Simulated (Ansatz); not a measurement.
AlCl···HCl

Input file:

```
crystal:
  periodic: [false, false, false]
  atoms:
    - { symbol: Al, position_ang: [0.0, 0.0, 0.0] }
    - { symbol: Cl, position_ang: [1.5382, 0.0, 1.8812] }
    - { symbol: H, position_ang: [1.7598, 0.0, 0.023] }
    - { symbol: Cl, position_ang: [-1.9312, 0.0, -1.115] }
basis:
  gaussian: { orbitals: def2-SVP }
hamiltonian:
  xc: r2scan
  dispersion: d4
relax:
  f_tol: 0.15
  max_steps: 25
  restrain:
    - { distance: [1, 2], at: 1.37, k: 30.0 }
    - { distance: [0, 1], at: 3.43, k: 30.0 }
    - { distance: [0, 2], at: 2.76, k: 30.0 }
output:
  orbitals: {}
```

Launched as:

```sh
ansatz run input.yaml --threads 1 --pin off --max-ram 2048MiB --backend cpu --events-out ev --progress --plain --runs-dir out
```

The fields are those of the run's last geometry, not of the input's.

Not at a stationary point (largest force 1.1 eV/Å).

The calculation used Ansatz 0.2.0, RKS r2SCAN-D4/def2-SVP.

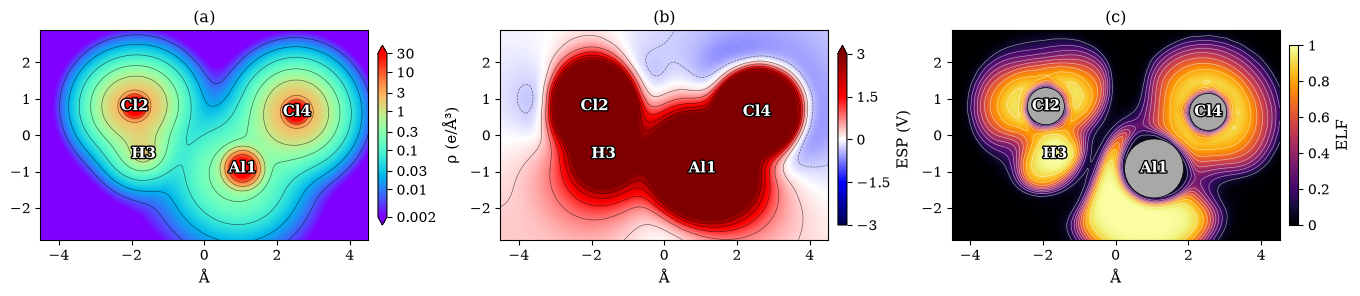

Figure 1. (a) electron density; (b) molecular electrostatic potential; (c) electron localisation function on the molecular plane. Grey discs cover the atomic cores in the ELF map.

What do the fields say about this system?

The section cuts through Al, Cl and H sites. Al1···H3 (2.76 Å): the density falls to about 0.08 e/Å³ on the way; the ELF dips to about 0.10 between them. Al–Cl (2.15 Å): ρ at the midpoint is about 0.63 e/Å³; the ELF peaks at about 0.85 in the valence shell of Cl, 0.9 Å from its nucleus, and is about 0.75 at the midpoint. Cl–H (1.33 Å): ρ is about 1.8 e/Å³ halfway; the ELF climbs to about 1 towards the hydrogen, as it does in any bond to H; a covalent bond by its length. The ELF also peaks beside Al1, Cl4 and Cl2, away from the bonds: lone-pair regions. Outside the dense part of the complex the potential is most negative (−0.7 V) near Cl4.

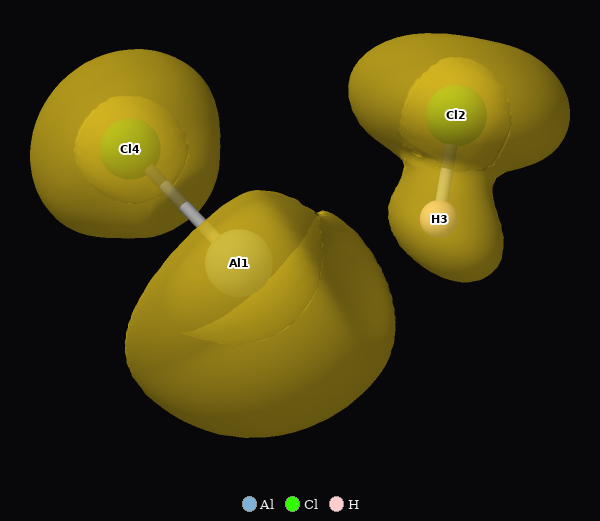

Figure 2. Isosurface of the electron localisation function at 0.75 (yellow), seen at a tilt. Only the valence region is drawn (cores and ρ < 0.01 e/Å³ removed).

What do the ELF domains correspond to?

The surface consists of one region on Cl in which the atom's valence shell and bonds are merged, one lobe on Al, pointing away from the bonds (lone pairs) and one joined region spread over several atoms (Cl, H), in which their bonds and any lone pairs are merged.

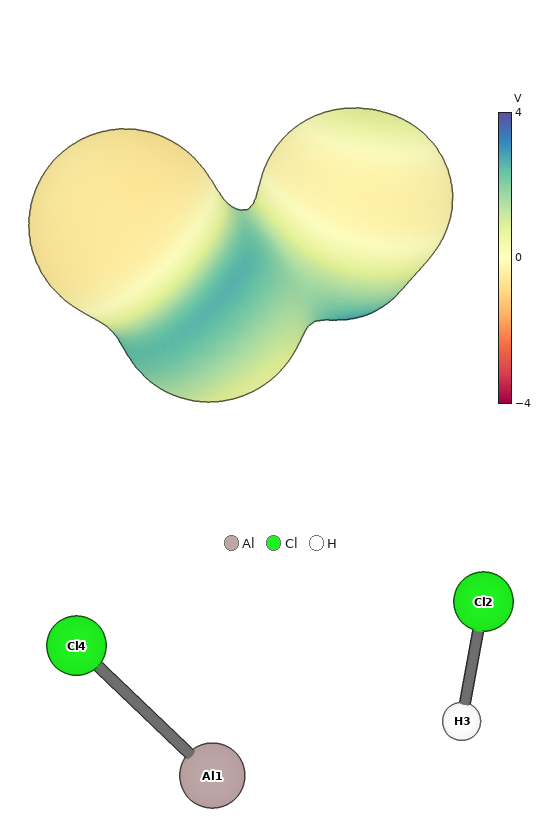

Figure 3. The molecular electrostatic potential painted on the density surface at 0.004 e/bohr³, seen at a tilt; the colour scale runs from red (negative) to blue (positive). The bare structure is drawn below in the same view.

Where is the surface potential most negative and most positive?

The most negative region (about −0.6 V, or −14 kcal/mol for a unit charge) lies over Cl4, the most positive (about +2.9 V, or +67 kcal/mol for a unit charge) over H3. Cl2 shows a σ-hole: about +0.8 V, or +18 kcal/mol for a unit charge at the tip opposite its bond, against about −0.2 V on its flanks.
